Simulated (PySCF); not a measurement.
# C₄H₄F₂O: NMR shifts at several levels of theory, part 2 of 2

PySCF 2.14.0. Atoms count from 0. Earlier steps stand in the parts before.

## (8) Shielding tensors: WP04/pcSseg-1

The job: settings as JSON, then the geometry in Å.

```
{"job": {"kind": "nmr", "xc": "WP04", "basis": "pcSseg-1", "pop": false}, "charge": 0, "multiplicity": 1}
F      1.132085    -0.290628     1.726397
C      0.135917    -0.478598     0.811007
C      0.613422    -0.884384    -0.546489
C      0.055494    -0.056500    -1.430577
O     -0.733229     0.913324    -0.889935
C     -0.584441     0.862066     0.502379
F      0.182052     1.898692     0.905982
H     -0.570961    -1.213184     1.238563
H      1.256650    -1.734819    -0.760690
H      0.113709    -0.041070    -2.519086
H     -1.578592     0.969266     0.961531
```

With the program's defaults for keys left out, this is: GIAO WP04/pcSseg-1 NMR shielding, non-relativistic, gas phase.

Log:

```text
coarse grid: 10088 points
cycle   1  E = -437.8899084654  dE =  1.155e+00  |g| = 1.238e+00  |ddm| = 3.033e+00
cycle   2  E = -437.4887360012  dE =  4.012e-01  |g| = 2.009e+00  |ddm| = 1.954e+00
cycle   3  E = -438.1121393178  dE = -6.234e-01  |g| = 2.025e-01  |ddm| = 1.388e+00
cycle   4  E = -438.1186099647  dE = -6.471e-03  |g| = 1.139e-01  |ddm| = 2.238e-01
cycle   5  E = -438.1213601813  dE = -2.750e-03  |g| = 4.289e-02  |ddm| = 1.093e-01
cycle   6  E = -438.1218002196  dE = -4.400e-04  |g| = 7.535e-03  |ddm| = 3.711e-02
cycle   7  E = -438.1218105718  dE = -1.035e-05  |g| = 2.544e-03  |ddm| = 5.996e-03
cycle   8  E = -438.1218116043  dE = -1.033e-06  |g| = 4.823e-04  |ddm| = 1.731e-03
final grid: 100736 points
cycle   9  E = -438.2142771701  dE = -4.856e-05  |g| = 1.059e-02  |ddm| = 2.810e-02
cycle  10  E = -438.2142386340  dE =  3.854e-05  |g| = 1.832e-02  |ddm| = 1.591e-02
cycle  11  E = -438.2142966963  dE = -5.806e-05  |g| = 1.926e-03  |ddm| = 1.069e-02
cycle  12  E = -438.2142975246  dE = -8.283e-07  |g| = 5.513e-04  |ddm| = 1.793e-03
cycle  13  E = -438.2142975845  dE = -5.987e-08  |g| = 1.998e-04  |ddm| = 5.423e-04
cycle  14  E = -438.2142975932  dE = -8.733e-09  |g| = 2.546e-05  |ddm| = 1.621e-04
cycle  15  E = -438.2142975933  dE = -7.299e-11  |g| = 1.744e-05  |ddm| = 2.720e-05
converged SCF energy = -438.2142975933

GIAO shielding tensors (ppm)
atom      isotropic    diamagn.    paramagn.     s11        s22        s33       span
  0 F      393.393     473.124     -79.731    376.311    394.198    409.669     33.358
  1 C       75.381     244.752    -169.371     40.606     68.451    117.086     76.480
  2 C       65.748     257.128    -191.380    -32.758     96.045    133.956    166.714
  3 C       15.385     251.559    -236.173    -87.765     48.069     85.852    173.617
  4 O      143.113     398.178    -255.065     83.667    111.979    233.693    150.026
  5 C       60.178     243.190    -183.012     39.877     62.729     77.927     38.050
  6 F      332.923     473.726    -140.803    237.281    351.555    409.935    172.653
  7 H       26.182      28.983      -2.801     23.288     26.174     29.084      5.796
  8 H       26.320      30.752      -4.432     25.114     26.194     27.651      2.537
  9 H       25.272      29.233      -3.960     23.278     25.455     27.084      3.806
 10 H       26.010      28.133      -2.124     23.226     24.773     30.030      6.804
```

It took 19 s on 1 thread of Arm Neoverse V1, shared host; peak memory 0.7 GiB.

In short: δ C3 157.1, C5 112.3, C2 106.7, C1 97.1, H9 6.29, H10 5.55 ppm.

## (9) Shielding tensors: LC-wPBE/pcSseg-1

The job, as its differences from that of step 8:

```diff
@@ -1,2 +1,2 @@
-{"job": {"kind": "nmr", "xc": "WP04", "basis": "pcSseg-1", "pop": false}, "charge": 0, "multiplicity": 1}
+{"job": {"kind": "nmr", "xc": "LC-wPBE", "basis": "pcSseg-1", "pop": false}, "charge": 0, "multiplicity": 1}
 F      1.132085    -0.290628     1.726397
```

Level: GIAO LC-wPBE/pcSseg-1 NMR shielding, non-relativistic, gas phase.

Log:

```text
coarse grid: 10088 points
cycle   1  E = -429.1636807941  dE =  1.548e+00  |g| = 9.388e-01  |ddm| = 2.934e+00
cycle   2  E = -429.1695223140  dE = -5.842e-03  |g| = 1.028e+00  |ddm| = 1.020e+00
cycle   3  E = -429.3247167392  dE = -1.552e-01  |g| = 6.729e-02  |ddm| = 5.415e-01
cycle   4  E = -429.3255119269  dE = -7.952e-04  |g| = 3.096e-02  |ddm| = 6.909e-02
cycle   5  E = -429.3257281394  dE = -2.162e-04  |g| = 9.662e-03  |ddm| = 3.454e-02
cycle   6  E = -429.3257507218  dE = -2.258e-05  |g| = 2.454e-03  |ddm| = 1.079e-02
cycle   7  E = -429.3257522686  dE = -1.547e-06  |g| = 8.950e-04  |ddm| = 2.752e-03
final grid: 100736 points
cycle   8  E = -429.4099958943  dE = -5.367e-05  |g| = 1.321e-02  |ddm| = 3.104e-02
cycle   9  E = -429.4099884590  dE =  7.435e-06  |g| = 1.484e-02  |ddm| = 1.509e-02
cycle  10  E = -429.4100175182  dE = -2.906e-05  |g| = 3.502e-04  |ddm| = 6.978e-03
cycle  11  E = -429.4100175534  dE = -3.521e-08  |g| = 2.347e-04  |ddm| = 5.541e-04
cycle  12  E = -429.4100175712  dE = -1.784e-08  |g| = 4.316e-05  |ddm| = 1.688e-04
cycle  13  E = -429.4100175718  dE = -5.390e-10  |g| = 1.510e-05  |ddm| = 5.615e-05
converged SCF energy = -429.4100175718

GIAO shielding tensors (ppm)
atom      isotropic    diamagn.    paramagn.     s11        s22        s33       span
  0 F      416.805     469.860     -53.055    385.470    425.103    439.843     54.373
  1 C       95.302     242.486    -147.183     60.728     86.881    138.297     77.569
  2 C       79.009     257.049    -178.039    -26.554    113.231    150.351    176.905
  3 C       25.949     250.880    -224.931    -87.650     63.998    101.500    189.150
  4 O      171.683     396.766    -225.083    114.201    139.545    261.303    147.102
  5 C       79.221     240.995    -161.773     59.187     80.429     98.048     38.861
  6 F      349.476     470.496    -121.020    257.086    348.942    442.399    185.312
  7 H       25.907      28.807      -2.900     22.792     25.704     29.225      6.433
  8 H       25.839      30.261      -4.422     24.460     25.497     27.560      3.100
  9 H       24.771      28.662      -3.891     22.612     24.596     27.106      4.495
 10 H       25.725      28.001      -2.276     22.738     24.149     30.290      7.552
```

Run time: 24 s. Hardware: 1 thread of Arm Neoverse V1, shared host; peak memory 0.67 GiB.

Key values: δ C3 162.6, C2 109.6, C5 109.3, C1 93.3, H9 6.55, H10 5.60 ppm.

## (10) Shielding tensors: PBE0/STO-3G

The job, as its differences from that of step 9:

```diff
@@ -1,2 +1,2 @@
-{"job": {"kind": "nmr", "xc": "LC-wPBE", "basis": "pcSseg-1", "pop": false}, "charge": 0, "multiplicity": 1}
+{"job": {"kind": "nmr", "xc": "PBE0", "basis": "STO-3G", "pop": true}, "charge": 0, "multiplicity": 1}
 F      1.132085    -0.290628     1.726397
```

Level: GIAO PBE0/STO-3G NMR shielding, non-relativistic, gas phase.

Log:

```text
coarse grid: 10088 points
cycle   1  E = -423.3748146146  dE =  1.440e+00  |g| = 6.748e-01  |ddm| = 4.560e+00
cycle   2  E = -423.3416481989  dE =  3.317e-02  |g| = 8.237e-01  |ddm| = 1.951e+00
cycle   3  E = -423.5321366512  dE = -1.905e-01  |g| = 3.706e-02  |ddm| = 1.034e+00
cycle   4  E = -423.5321988683  dE = -6.222e-05  |g| = 3.614e-02  |ddm| = 9.631e-02
cycle   5  E = -423.5325789800  dE = -3.801e-04  |g| = 1.015e-02  |ddm| = 5.873e-02
cycle   6  E = -423.5326122562  dE = -3.328e-05  |g| = 1.100e-03  |ddm| = 1.425e-02
cycle   7  E = -423.5326126441  dE = -3.879e-07  |g| = 2.290e-04  |ddm| = 1.727e-03
final grid: 100736 points
cycle   8  E = -423.4842609502  dE = -3.865e-06  |g| = 6.383e-03  |ddm| = 1.658e-02
cycle   9  E = -423.4842534309  dE =  7.519e-06  |g| = 8.085e-03  |ddm| = 1.808e-02
cycle  10  E = -423.4842723015  dE = -1.887e-05  |g| = 1.355e-03  |ddm| = 1.117e-02
cycle  11  E = -423.4842728817  dE = -5.802e-07  |g| = 8.680e-05  |ddm| = 1.802e-03
cycle  12  E = -423.4842728839  dE = -2.174e-09  |g| = 2.812e-05  |ddm| = 1.427e-04
cycle  13  E = -423.4842728841  dE = -2.422e-10  |g| = 9.114e-06  |ddm| = 5.118e-05
converged SCF energy = -423.4842728841

GIAO shielding tensors (ppm)
atom      isotropic    diamagn.    paramagn.     s11        s22        s33       span
  0 F      442.952     452.552      -9.599    392.702    466.591    469.563     76.861
  1 C      162.488     249.732     -87.243    130.982    159.517    196.966     65.984
  2 C      146.010     256.521    -110.512     67.414    169.938    200.677    133.263
  3 C      111.100     256.703    -145.603     45.843    124.997    162.460    116.617
  4 O      265.795     375.234    -109.438    195.949    280.898    320.540    124.591
  5 C      148.925     251.144    -102.219    120.238    154.695    171.842     51.604
  6 F      411.344     453.195     -41.851    353.835    398.378    481.819    127.984
  7 H       29.478      30.406      -0.929     26.068     26.879     35.486      9.418
  8 H       28.161      30.463      -2.301     25.787     27.211     31.486      5.699
  9 H       26.885      29.493      -2.607     24.808     25.792     30.055      5.247
 10 H       28.876      29.660      -0.783     25.338     26.455     34.836      9.499
```

Wall time 3.3 s (1 thread of Arm Neoverse V1, shared host); peak memory 0.44 GiB.

Key values: δ C3 123.6, C2 88.7, C5 85.8, C1 72.2, H9 5.72, H8 4.44 ppm.

## (11) Nuclear shieldings: PBE0/6-31G

The job, as its differences from that of step 10:

```diff
@@ -1,2 +1,2 @@
-{"job": {"kind": "nmr", "xc": "PBE0", "basis": "STO-3G", "pop": true}, "charge": 0, "multiplicity": 1}
+{"job": {"kind": "nmr", "xc": "PBE0", "basis": "6-31G", "pop": true}, "charge": 0, "multiplicity": 1}
 F      1.132085    -0.290628     1.726397
```

With the program's defaults for keys left out, this is: GIAO PBE0/6-31G NMR shielding, non-relativistic, gas phase.

Log:

```text
coarse grid: 10088 points
cycle   1  E = -429.0238097282  dE =  1.369e+00  |g| = 8.016e-01  |ddm| = 3.339e+00
cycle   2  E = -428.8883319754  dE =  1.355e-01  |g| = 1.223e+00  |ddm| = 1.983e+00
cycle   3  E = -429.1506526550  dE = -2.623e-01  |g| = 5.946e-02  |ddm| = 1.187e+00
cycle   4  E = -429.1511456622  dE = -4.930e-04  |g| = 4.125e-02  |ddm| = 9.996e-02
cycle   5  E = -429.1515363496  dE = -3.907e-04  |g| = 1.376e-02  |ddm| = 5.115e-02
cycle   6  E = -429.1515844738  dE = -4.812e-05  |g| = 2.345e-03  |ddm| = 1.590e-02
cycle   7  E = -429.1515853222  dE = -8.485e-07  |g| = 1.004e-03  |ddm| = 2.642e-03
final grid: 100736 points
cycle   8  E = -429.1217046129  dE = -1.110e-05  |g| = 9.629e-03  |ddm| = 1.832e-02
cycle   9  E = -429.1216814459  dE =  2.317e-05  |g| = 1.478e-02  |ddm| = 2.144e-02
cycle  10  E = -429.1217230422  dE = -4.160e-05  |g| = 1.334e-03  |ddm| = 1.336e-02
cycle  11  E = -429.1217234795  dE = -4.373e-07  |g| = 3.161e-04  |ddm| = 1.570e-03
cycle  12  E = -429.1217235016  dE = -2.212e-08  |g| = 6.110e-05  |ddm| = 3.615e-04
cycle  13  E = -429.1217235024  dE = -7.935e-10  |g| = 1.184e-05  |ddm| = 6.869e-05
converged SCF energy = -429.1217235024

GIAO shielding tensors (ppm)
atom      isotropic    diamagn.    paramagn.     s11        s22        s33       span
  0 F      415.518     467.347     -51.829    385.487    427.268    433.800     48.313
  1 C      108.812     243.164    -134.352     75.738    102.797    147.901     72.163
  2 C       98.801     258.098    -159.297     10.858    125.053    160.493    149.634
  3 C       53.964     254.237    -200.274    -39.277     83.054    118.114    157.391
  4 O      165.341     401.437    -236.096    112.846    130.880    252.299    139.453
  5 C       92.490     241.340    -148.850     72.156     95.360    109.955     37.799
  6 F      344.631     469.645    -125.014    255.000    344.678    434.214    179.214
  7 H       27.172      28.487      -1.315     24.179     26.592     30.745      6.566
  8 H       27.168      28.273      -1.105     25.920     26.707     28.878      2.958
  9 H       25.892      27.661      -1.769     23.995     25.383     28.297      4.302
 10 H       26.938      28.361      -1.423     24.079     25.057     31.679      7.600
```

It took 6.5 s on 1 thread of Arm Neoverse V1, shared host; peak memory 0.47 GiB.

In short: δ C3 145.6, C5 107.0, C2 100.7, C1 90.7, H9 6.72, H10 5.67 ppm.

## (12) Comparing the runs: NMR shifts

Shifts (ppm) of some atoms, chosen among heavy atoms and hydrogens apart, with basis size and wall time:

```
               run     C3     C5   H10    H7      F6      F0     O4  functions   time
CAM-B3LYP/pcSseg-1  160.9  110.2  5.63  5.50  -153.9  -221.8  179.1        139   26 s
     PBE0/pcSseg-1  156.9  108.5  5.62  5.53  -162.4  -230.0  180.0        139   20 s
       HF/pcSseg-1  158.7   95.6  5.34  5.13  -129.0  -185.8  132.0        139  7.3 s
      PBE/pcSseg-1  154.0  112.5  5.77  5.73  -178.2  -250.8  199.0        139   20 s
    B97-2/pcSseg-1  153.7  107.4  5.61  5.51  -160.9  -226.8  176.4        139   18 s
      KT2/pcSseg-1  146.6  108.4  5.68  5.66  -184.8  -255.5  188.0        139   21 s
     WP04/pcSseg-1  157.1  112.3  5.55  5.38  -156.0  -216.4  174.4        139   19 s
  LC-wPBE/pcSseg-1  162.6  109.3  5.60  5.42  -143.6  -210.9  167.0        139   24 s
       PBE0/STO-3G  123.6   85.8  3.73  3.13  -106.9  -138.5   75.9         39  3.3 s
        PBE0/6-31G  145.6  107.0  5.67  5.44  -167.3  -238.2  153.1         71  6.5 s
```

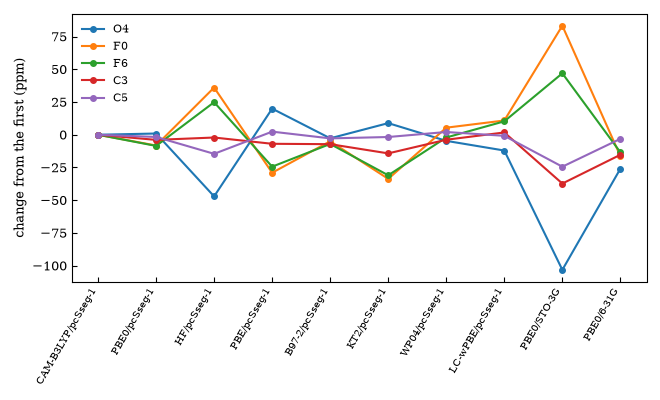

How five of the tabulated atoms move from run to run.

## (13) Outcome

This closing draws on all 2 parts.

| quantity | value |
| --- | --- |
| 13C shifts against TMS (CAM-B3LYP/pcSseg-1) | 160.9, 110.2, 108.6, 94.6 ppm |
| 1H shifts against TMS (CAM-B3LYP/pcSseg-1) | 6.51, 5.63, 5.50, 5.39 ppm |
| 19F shifts against CFCl3 (CAM-B3LYP/pcSseg-1) | -153.9, -221.8 ppm |
| 17O shifts against H2O (CAM-B3LYP/pcSseg-1) | 179.1 ppm |
| range of the shift of O4 | 75.9 to 199.0 ppm |
| property runs in this session | 10, of which 0 failed and 1 gave unsound results |

What this shows: Single values in the summary come from the first run of each kind that ended normally (CAM-B3LYP/pcSseg-1), which need not be the best level. The most deshielded carbon is C3 (alkene carbon bearing oxygen), at 160.9 ppm: an sp2 carbon further deshielded by the attached heteroatom. The most deshielded hydrogen is H9 (hydrogen on an alkene carbon bearing oxygen), at 6.51 ppm: olefinic region. Across the 10 runs the shift of O4 moves most, between 75.9 (PBE0/STO-3G) and 199.0 ppm (PBE/pcSseg-1). A minimal basis is unusable for shieldings, so that end is no result.
